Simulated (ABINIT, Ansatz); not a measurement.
# Y2CN2O2 (P-3m1): G0W0 on several meshes in ABINIT

How does the mesh move the gap of Y2CN2O2 (P-3m1)?

Calculated with ABINIT 10.8.3; LDA and many-body steps on it, plane waves.

### 1. Set-up

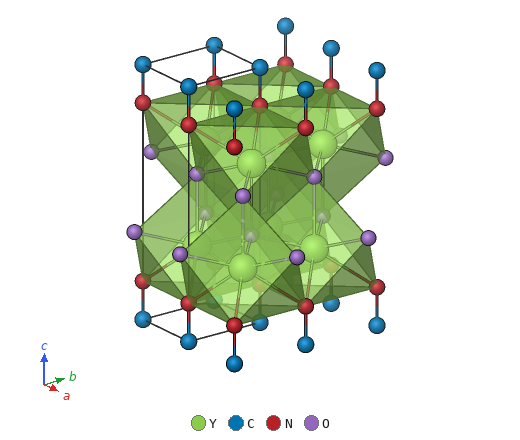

The starting structure, seen slightly off an axis (yttrium green, carbon blue, nitrogen red, oxygen purple). 2×2×1 cells are drawn. Some periodic images of atoms are drawn too.

The cell and positions are those that the Materials Project relaxed with its own functionals (PBE, PBE+U or r2SCAN), kept fixed.

### 2. Empty states on the mesh, 3×3×1 mesh, 199 bands

This step: ABINIT 10.8.3; DFT, LDA, plane waves, norm-conserving pseudopotentials.

The sums over transitions need many empty states on a uniform mesh; this step solves for them.

Contents of run.abi:

```
acell 3*1.0 Angstrom
rprim 
  3.698989096613 -0.000000000003 0.000000000000
  -1.849494548304 3.203418525990 0.000000000000
  0.000000000000 0.000000000000 8.168855210000
ntypat 4
znucl 39 6 7 8
natom 7
typat 1 1 2 3 3 4 4
xred 
  0.333333333333 0.666666666667 0.677519680000
  0.666666666667 0.333333333333 0.322480320000
  0.000000000000 0.000000000000 0.000000000000
  0.000000000000 0.000000000000 0.150149940000
  0.000000000000 0.000000000000 0.849850060000
  0.333333333333 0.666666666667 0.396659330000
  0.666666666667 0.333333333333 0.603340670000
pp_dirpath "pseudos"
pseudos "Y.upf, C.upf, N.upf, O.upf"
ecut 37
ngkpt 3 3 1
nshiftk 1
shiftk 0 0 0
kptopt 1
chksymbreak 0
iscf -2
irdden 1
istwfk *1
nband 199
nbdbuf 18
tolwfr 1e-09
nstep 60
prtvol 0
indata_prefix "in"
outdata_prefix "out"
tmpdata_prefix "tmp"
```

Started as:

```
$ OMP_NUM_THREADS=1 mpirun -n 3 abinit run.abi > log
```

Numbers of over 12 decimals in the logs are rounded to 6 here.

The log of the run:

```text
.Version 10.8.3 of ABINIT. v10.8.2 released Aug 2026.

 Symmetries : space group P-3 m 1 (#164); Bravais hP (primitive hexag.)
[... echo of the input left out ...]
== DATASET  1 ==================================================================
-   mpi_nproc: 3, omp_nthreads: 1 (-1 if OMP is not activated)

--- !DatasetInfo
iteration_state: {dtset: 1, }
dimensions: {natom: 7, nkpt: 3, mband: 199, nsppol: 1, nspinor: 1, nspden: 1, mpw: 7075, }
cutoff_energies: {ecut:  37.0, pawecutdg:  -1.0, }
[...]
2.74948    2.74948    2.75554    2.76774    2.77302    2.80505    2.80505    2.81904
   2.86463    2.86463    2.89685    2.94835    2.94835    2.96115    2.96360    2.96361
   2.97873    2.99727    3.00098    3.00121    3.05165    3.05457    3.05964
 prteigrs : prtvol=0 or 1, do not print more k-points.

== END DATASET(S) ==============================================================
================================================================================

 -outvars: echo values of variables after computation  --------
            nband         199
             nkpt           3
          spgroup         164
 [... the other variables as echoed above ...]

 Calculation completed.
```

Elapsed: 59 s, on 3 MPI ranks of Intel Xeon Platinum 8488C (Sapphire Rapids), shared host; peak memory 0.37 GiB.

This step gave:

```
gap                                                           : 3.727 eV
k of the valence top                                          : 0, 0, 0
k of the conduction bottom                                    : 0, 0, 0
least direct gap                                              : 3.727 eV
k points computed                                             : 3
lowest point of the top converged band, above the valence top : 71.0089 eV
```

On this mesh the gap is 3.727 eV.

The density comes from a self-consistent run that is not shown.

### 3. Screening, 3×3×1 mesh, 88 bands, screening to 114.3 eV

The RPA dielectric matrix is built and inverted for each q.

This step: RPA screening on LDA, plane waves, norm-conserving pseudopotentials.

Edit run.abi of step 2 so:

```diff
@@ -25,10 +25,11 @@
 chksymbreak 0
-iscf -2
-irdden 1
 istwfk *1
-nband 199
-nbdbuf 18
-tolwfr 1e-09
-nstep 60
-prtvol 0
+occopt 1
+irdwfk 1
+optdriver 3
+nband 88
+ecuteps 4.2
+inclvkb 2
+awtr 1
+symchi 1
 indata_prefix "in"
```

Started as:

```
$ OMP_NUM_THREADS=1 mpirun -n 4 abinit run.abi > log
```

The log of the run:

```text
.Version 10.8.3 of ABINIT. v10.8.2 released Aug 2026.

 Symmetries : space group P-3 m 1 (#164); Bravais hP (primitive hexag.)
[... echo of the input left out ...]
== DATASET  1 ==================================================================
-   mpi_nproc: 4, omp_nthreads: 1 (-1 if OMP is not activated)

--- !DatasetInfo
iteration_state: {dtset: 1, }
dimensions: {natom: 7, nkpt: 3, mband: 88, nsppol: 1, nspinor: 1, nspden: 1, mpw: 7075, }
cutoff_energies: {ecut:  37.0, pawecutdg:  -1.0, }
electrons: {nelect:   4.80000000E+01, charge:   0.00000000E+00, occopt:   1.00000000E+00, tsmear:   1.00000000E-02, }

 SCREENING: Calculation of the susceptibility and dielectric matrices

 Based on a program developped by R.W. Godby, V. Olevano, G. Onida, and L. Reining.
 Incorporated in ABINIT by V. Olevano, G.-M. Rignanese, and M. Torrent.
.Using double precision arithmetic ; gwpc =  8

[... cell and pseudopotentials left out ...]
--------------------------------------------------------------------------------

 ==== K-mesh for the wavefunctions ====
 Number of points in the irreducible wedge :     3
[... list of points left out ...]
 Together with 12 symmetry operations and time-reversal symmetry
 yields     9 points in the full Brillouin Zone.

 ==== Q-mesh for the screening function ====
 Number of points in the irreducible wedge :     3
[... list of points left out ...]
 Together with 12 symmetry operations and time-reversal symmetry
 yields     9 points in the full Brillouin Zone.

 setmesh: FFT mesh size selected  =    24x   24x   60
          total number of points  =        34560

 vcoul_init : cutoff-mode = AUXILIARY_FUNCTION
 q-points for optical limit:   1
     1)      0.000010    0.000020    0.000030

- screening: taking advantage of time-reversal symmetry
- Maximum band index for partially occupied states nbvw = 24
- Remaining bands to be divided among processors   nbcw = 64
- Number of bands treated by each node ~16

 Number of electrons calculated from density =   48.0000; Expected =   48.0000
 average of density, n =  0.073483
 r_s =    1.4811
 omega_plasma =   26.1486 [eV]

 calculating chi0 at frequencies [eV] :
  1    0.000000E+00    0.000000E+00
  2    0.000000E+00    2.614863E+01

--------------------------------------------------------------------------------
  q-point number  1        q = ( 0.000000, 0.000000, 0.000000) [r.l.u.]
--------------------------------------------------------------------------------
[... chi0 elements left out ...]
 For q-point:  0.000010 0.000020 0.000030
  dielectric constant =   3.8308
  dielectric constant without local fields =   4.2947

  Average fulfillment of the sum rule on Im[epsilon] for q-point    1 :     57.30  [%]
[... wings left out ...]
  q-point number  2        q = ( 0.333333, 0.000000, 0.000000) [r.l.u.]
--------------------------------------------------------------------------------
[... chi0 elements left out ...]
  Average fulfillment of the sum rule on Im[epsilon] for q-point    2 :     58.52  [%]

 [... 1 further q-points ...]
```

Run time: 14 s. Hardware: 4 MPI ranks; peak memory 0.82 GiB; 53 s of CPU time.

Numbers from this step:

```
ε∞ with local fields, on this mesh, along the program's q direction : 3.831
the same without local fields                                       : 4.295
plasma frequency                                                    : 26.15 eV
plane waves in the screening matrix                                 : 273
```

Local fields lower ε∞ by 11 %. On a Γ-centred mesh this coarse the value itself is usually too large, while a short band sum pulls it down.

### 4. 3×3×1

The self-energy is evaluated for the states that the input lists, and the levels follow from it, in one-shot runs by the linearised quasiparticle equation.

This step: G0W0 on LDA, plane waves, norm-conserving pseudopotentials.

Edit run.abi of step 3 so:

```diff
@@ -28,8 +28,15 @@
 irdwfk 1
-optdriver 3
+optdriver 4
 nband 88
+gwcalctyp 0
+ecutsigx 37
+symsigma 1
+nkptgw 1
+kptgw 
+  0.0000000000 0.0000000000 0.0000000000
+bdgw 
+  23 26
 ecuteps 4.2
-inclvkb 2
-awtr 1
-symchi 1
+irdscr 1
+ppmodel 1
 indata_prefix "in"
```

The log of the run:

```text
.Version 10.8.3 of ABINIT. v10.8.2 released Aug 2026.

 Symmetries : space group P-3 m 1 (#164); Bravais hP (primitive hexag.)
[... echo of the input left out ...]
== DATASET  1 ==================================================================
-   mpi_nproc: 4, omp_nthreads: 1 (-1 if OMP is not activated)

--- !DatasetInfo
iteration_state: {dtset: 1, }
dimensions: {natom: 7, nkpt: 3, mband: 88, nsppol: 1, nspinor: 1, nspden: 1, mpw: 7075, }
cutoff_energies: {ecut:  37.0, pawecutdg:  -1.0, }
electrons: {nelect:   4.80000000E+01, charge:   0.00000000E+00, occopt:   1.00000000E+00, tsmear:   1.00000000E-02, }

 SIGMA: Calculation of the GW corrections

 Based on a program developped by R.W. Godby, V. Olevano, G. Onida, and L. Reining.
 Incorporated in ABINIT by V. Olevano, G.-M. Rignanese, and M. Torrent.
.Using double precision arithmetic ; gwpc =  8

[... cell and pseudopotentials left out ...]
--------------------------------------------------------------------------------

 ==== K-mesh for the wavefunctions ====
 Number of points in the irreducible wedge :     3
[... list of points left out ...]
 Together with 12 symmetry operations and time-reversal symmetry
 yields     9 points in the full Brillouin Zone.

 ==== Q-mesh for screening function ====
 Number of points in the irreducible wedge :     3
[... list of points left out ...]
 Together with 12 symmetry operations and time-reversal symmetry
 yields     9 points in the full Brillouin Zone.

 vcoul_init : cutoff-mode = AUXILIARY_FUNCTION
 q-points for optical limit:   1
     1)      0.000010    0.000020    0.000030
 setmesh: FFT mesh size selected  =    36x   36x   90
          total number of points  =       116640

 Number of electrons calculated from density =   48.0000; Expected =   48.0000
 average of density, n =  0.073483
 r_s =    1.4811
 omega_plasma =   26.1486 [eV]

 === KS Band Gaps ===
  >>>> For spin  1
   Minimum direct gap =   3.7273 [eV], located at k-point      :   0.0000  0.0000  0.0000
   Fundamental gap    =   3.7273 [eV], Top of valence bands at :   0.0000  0.0000  0.0000
                                       Bottom of conduction at :   0.0000  0.0000  0.0000
 SIGMA fundamental parameters:
 PLASMON POLE MODEL  1
 number of plane-waves for SigmaX                 7075
 number of plane-waves for SigmaC and W            273
 number of plane-waves for wavefunctions          7075
 number of bands                                    88
 number of independent spin polarizations            1
 number of spinorial components                      1
 number of k-points in IBZ                           3
 number of q-points in IBZ                           3
 number of symmetry operations                      12
 number of k-points in BZ                            9
 number of q-points in BZ                            9
 number of frequencies for dSigma/dE                 9
 frequency step for dSigma/dE [eV]                0.25
 number of omega for Sigma on real axis              0
 max omega for Sigma on real axis  [eV]           0.00
 zcut for avoiding poles [eV]                     0.10

 EPSILON^-1 parameters (SCR file):
 dimension of the eps^-1 matrix on file            273
 dimension of the eps^-1 matrix used               273
 number of plane-waves for wavefunctions          7075
 number of bands                                    88
 number of q-points in IBZ                           3
 number of frequencies                               2
 number of real frequencies                          1
 number of imag frequencies                          1

 matrix elements of self-energy operator (all in [eV])

 Perturbative Calculation

--- !SelfEnergy_ee
iteration_state: {dtset: 1, }
kpoint     : [   0.000,    0.000,    0.000, ]
spin       : 1
KS_gap     :    3.727
QP_gap     :    5.194
Delta_QP_KS:    1.467
data: !SigmaeeData |
     Band     E0 <VxcDFT>   SigX SigC(E0)      Z dSigC/dE  Sig(E)    E-E0       E
       23   4.449 -17.022 -20.733   3.343   0.800  -0.249 -17.316  -0.295   4.154
       24   4.449 -17.022 -20.733   3.343   0.800  -0.249 -17.316  -0.295   4.154
       25   8.176  -9.135  -4.349  -3.419   0.858  -0.166  -7.963   1.172   9.348
       26   9.661 -10.760  -5.573  -3.601   0.845  -0.183  -9.420   1.341  11.002

== END DATASET(S) ==============================================================
================================================================================

 -outvars: echo values of variables after computation  --------
           etotal      0.0000000000E+00
            nband          88
             nkpt           3
          spgroup         164
 [... the other variables as echoed above ...]

 Calculation completed.
```

It took 4.8 s on 4 MPI ranks; peak memory 0.22 GiB; 18 s of CPU time.

This step gave:

| Quantity | Value |
| --- | --- |
| G0W0 gap on the points computed | 5.194 eV |
| starting gap on the mesh | 3.727 eV |
| k of the valence top | 0, 0, 0 |
| k of the conduction bottom | 0, 0, 0 |
| Z at the valence top | 0.8 |
| Z at the conduction bottom | 0.858 |
| least direct G0W0 gap on the computed points | 5.194 eV |

The gap on the mesh goes from 3.73 eV to 5.19 eV, a correction of +1.47 eV.

### 5. Empty states on the mesh, 3×3×2 mesh, 96 bands

This step: DFT, LDA, plane waves, norm-conserving pseudopotentials.

Edit run.abi of step 4 so:

```diff
@@ -20,3 +20,3 @@
 ecut 37
-ngkpt 3 3 1
+ngkpt 3 3 2
 nshiftk 1
@@ -25,18 +25,10 @@
 chksymbreak 0
+iscf -2
+irdden 1
 istwfk *1
-occopt 1
-irdwfk 1
-optdriver 4
-nband 88
-gwcalctyp 0
-ecutsigx 37
-symsigma 1
-nkptgw 1
-kptgw 
-  0.0000000000 0.0000000000 0.0000000000
-bdgw 
-  23 26
-ecuteps 4.2
-irdscr 1
-ppmodel 1
+nband 96
+nbdbuf 8
+tolwfr 1e-09
+nstep 60
+prtvol 0
 indata_prefix "in"
```

The log of the run:

```text
.Version 10.8.3 of ABINIT. v10.8.2 released Aug 2026.

 Symmetries : space group P-3 m 1 (#164); Bravais hP (primitive hexag.)
[... echo of the input left out ...]
== DATASET  1 ==================================================================
-   mpi_nproc: 4, omp_nthreads: 1 (-1 if OMP is not activated)

--- !DatasetInfo
iteration_state: {dtset: 1, }
dimensions: {natom: 7, nkpt: 6, mband: 96, nsppol: 1, nspinor: 1, nspden: 1, mpw: 7075, }
cutoff_energies: {ecut:  37.0, pawecutdg:  -1.0, }
[...]
1.38188    1.50286    1.51760    1.51760    1.53932    1.54150    1.54150    1.56200
   1.56200    1.56822    1.62626    1.63049    1.63084    1.63128    1.64482    1.64575
 prteigrs : prtvol=0 or 1, do not print more k-points.

== END DATASET(S) ==============================================================
================================================================================

 -outvars: echo values of variables after computation  --------
            nband          96
             nkpt           6
          spgroup         164
 [... the other variables as echoed above ...]

 Calculation completed.
```

The job ended after 39 s (4 MPI ranks; peak memory 0.41 GiB; 2.6 min of CPU time).

This step gave:

```
gap                                                           : 3.727 eV
k of the valence top                                          : 0, 0, 0
k of the conduction bottom                                    : 0, 0, 0
least direct gap                                              : 3.727 eV
k points computed                                             : 6
lowest point of the top converged band, above the valence top : 36.53 eV
```

On this mesh the gap is 3.727 eV.

### 6. Screening, 3×3×2 mesh, 88 bands, screening to 114.3 eV

This step: RPA screening on LDA, plane waves, norm-conserving pseudopotentials.

Edit run.abi of step 5 so:

```diff
@@ -25,10 +25,11 @@
 chksymbreak 0
-iscf -2
-irdden 1
 istwfk *1
-nband 96
-nbdbuf 8
-tolwfr 1e-09
-nstep 60
-prtvol 0
+occopt 1
+irdwfk 1
+optdriver 3
+nband 88
+ecuteps 4.2
+inclvkb 2
+awtr 1
+symchi 1
 indata_prefix "in"
```

The log of the run:

```text
.Version 10.8.3 of ABINIT. v10.8.2 released Aug 2026.

 Symmetries : space group P-3 m 1 (#164); Bravais hP (primitive hexag.)
[... echo of the input left out ...]
== DATASET  1 ==================================================================
-   mpi_nproc: 4, omp_nthreads: 1 (-1 if OMP is not activated)

--- !DatasetInfo
iteration_state: {dtset: 1, }
dimensions: {natom: 7, nkpt: 6, mband: 88, nsppol: 1, nspinor: 1, nspden: 1, mpw: 7075, }
cutoff_energies: {ecut:  37.0, pawecutdg:  -1.0, }
electrons: {nelect:   4.80000000E+01, charge:   0.00000000E+00, occopt:   1.00000000E+00, tsmear:   1.00000000E-02, }

 SCREENING: Calculation of the susceptibility and dielectric matrices

 Based on a program developped by R.W. Godby, V. Olevano, G. Onida, and L. Reining.
 Incorporated in ABINIT by V. Olevano, G.-M. Rignanese, and M. Torrent.
.Using double precision arithmetic ; gwpc =  8

[... cell and pseudopotentials left out ...]
--------------------------------------------------------------------------------

 ==== K-mesh for the wavefunctions ====
 Number of points in the irreducible wedge :     6
[... list of points left out ...]
 Together with 12 symmetry operations and time-reversal symmetry
 yields    18 points in the full Brillouin Zone.

 ==== Q-mesh for the screening function ====
 Number of points in the irreducible wedge :     6
[... list of points left out ...]
 Together with 12 symmetry operations and time-reversal symmetry
 yields    18 points in the full Brillouin Zone.

 setmesh: FFT mesh size selected  =    24x   24x   60
          total number of points  =        34560

 vcoul_init : cutoff-mode = AUXILIARY_FUNCTION
 q-points for optical limit:   1
     1)      0.000010    0.000020    0.000030

- screening: taking advantage of time-reversal symmetry
- Maximum band index for partially occupied states nbvw = 24
- Remaining bands to be divided among processors   nbcw = 64
- Number of bands treated by each node ~16

 Number of electrons calculated from density =   48.0000; Expected =   48.0000
 average of density, n =  0.073483
 r_s =    1.4811
 omega_plasma =   26.1486 [eV]

 calculating chi0 at frequencies [eV] :
  1    0.000000E+00    0.000000E+00
  2    0.000000E+00    2.614863E+01

--------------------------------------------------------------------------------
  q-point number  1        q = ( 0.000000, 0.000000, 0.000000) [r.l.u.]
--------------------------------------------------------------------------------
[... chi0 elements left out ...]
 For q-point:  0.000010 0.000020 0.000030
  dielectric constant =   3.7503
  dielectric constant without local fields =   4.1962

  Average fulfillment of the sum rule on Im[epsilon] for q-point    1 :     57.47  [%]
[... wings left out ...]
  q-point number  2        q = ( 0.333333, 0.000000, 0.000000) [r.l.u.]
--------------------------------------------------------------------------------
[... chi0 elements left out ...]
  Average fulfillment of the sum rule on Im[epsilon] for q-point    2 :     58.63  [%]

 [... 4 further q-points ...]
```

Elapsed: 32 s, on 4 MPI ranks; peak memory 1.1 GiB; 2.1 min of CPU time.

Numbers from this step:

- ε∞ with local fields, on this mesh, along the program's q direction: 3.750
- the same without local fields: 4.196
- plasma frequency: 26.15 eV
- plane waves in the screening matrix: 273

(Continued in part 2 of 2.)

[Paths, hosts, dates, memory and timing lines, banners, echoed tables and standing remarks are left out of the program output.]

[Logs are printed without paths, hosts, clocks, repeated set-up lines and the standing remarks that a program may print on its own settings, such as how far it seeks lower states.]

[Runs of the session that timed out or met a known fault of the program may be left out.]

[Hosts, paths, dates, database ids (printed as entryN), source tags and the programs' standing remarks are cut or masked in the printed files.]

[G0W0 gaps are taken among the corrected bands and points alone; a level outside them can change the order at an edge.]

[Where Ansatz stands beside ABINIT at settings called matched, ABINIT's density can come from a denser mesh and the files from another edition; pairs whose starting gaps differed by over 0.03 eV were left out, so agreement reads better than it is.]
